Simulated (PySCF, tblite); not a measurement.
**C₅H₈BF₃O₂: geometry, infrared bands and NMR shifts**

Wanted: the infrared bands and NMR shifts of C₅H₈BF₃O₂ (`FC(F)(F)C[C@H]1CCOBO1`), by calculation.

The runs use tblite 0.8.0 and PySCF 2.14.0, with density-fitted response routines of our own; the level of theory stands in each step. All values are computed, except where a source is named. Atoms are numbered from 0 throughout.

**1. Starting geometry**

19 atoms, charge 0, multiplicity 1; geometry from: force field or distance geometry start.

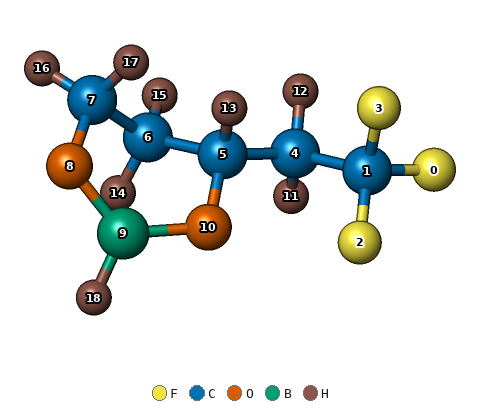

As it starts; fluorine yellow, carbon blue, oxygen orange, boron teal, hydrogen brown, atoms numbered.

**2. Relaxing the molecule with GFN2-xTB**

The job: settings as JSON, then the geometry in Å.

```
{"job": {"kind": "relax", "xc": "GFN2-xTB", "basis": "xTB"}, "charge": 0, "multiplicity": 1}
F      3.708700    -0.419800    -0.404000
C      2.478900    -0.656600     0.182300
F      2.132800    -1.994100     0.123200
F      2.620000    -0.249900     1.505200
C      1.463000     0.214900    -0.511700
C      0.128300    -0.042800     0.120200
C     -0.934400     0.815900    -0.553800
C     -1.960600     0.977300     0.575700
O     -2.566700    -0.295700     0.644500
B     -1.766300    -1.320900     0.015400
O     -0.319700    -1.348500    -0.004000
H      1.471100     0.039000    -1.602700
H      1.716100     1.279600    -0.310300
H      0.181400     0.198000     1.198200
H     -1.458900     0.267300    -1.355600
H     -0.539400     1.788000    -0.870500
H     -2.660300     1.789200     0.385500
H     -1.369900     1.077900     1.513900
H     -2.333900    -2.109500    -0.658900
```

The run is started by

```bash
$ OMP_NUM_THREADS=1 python probes_run.py task.json out
```

One launch serves the whole session: the jobs run in the order shown.

**Question.** This job is followed by: GFN2-xTB harmonic vibrations, gas phase; GIAO PBE0/pcSseg-1 NMR shielding, non-relativistic, gas phase. What will the session give for the following? strongest single infrared mode (GFN2-xTB); zero-point energy (GFN2-xTB); 13C shifts against TMS (PBE0/pcSseg-1); 1H shifts against TMS (PBE0/pcSseg-1); 19F shifts against CFCl3 (PBE0/pcSseg-1, means over atoms taken as alike); 17O shifts against H2O (PBE0/pcSseg-1); 11B shifts against BF3·OEt2 (PBE0/pcSseg-1).

The runs gave:

| quantity | value |
| --- | --- |
| strongest single infrared mode (GFN2-xTB) | 1169 cm⁻¹, 311 km/mol |
| zero-point energy (GFN2-xTB) | 85.2 kcal/mol |
| 13C shifts against TMS (PBE0/pcSseg-1) | 135.0, 68.7, 64.5, 46.9, 37.2 ppm |
| 1H shifts against TMS (PBE0/pcSseg-1) | 4.50, 4.33, 4.32, 3.97, 2.25, 2.00, 1.70, 1.58 ppm |
| 19F shifts against CFCl3 (PBE0/pcSseg-1, means over atoms taken as alike) | -81.5 ppm |
| 17O shifts against H2O (PBE0/pcSseg-1) | 148.4, 128.3 ppm |
| 11B shifts against BF3·OEt2 (PBE0/pcSseg-1) | 22.7 ppm |

**Reading.** The optimisation took 77 steps and gained 1.769 eV; among the close pairs (by a distance rule), O8–B9 changed most, from 1.445 to 1.348 Å. All 51 modes are real, so the xTB geometry is a minimum. GFN2-xTB is a fitted tight-binding method: band positions and strengths are rough. Its intensities can rank the bands wrongly. H13 (hydrogen on an sp3 CH bonded to O) lies farthest downfield among hydrogen, at 4.50 ppm; its carbon carries O, hence the downfield position.
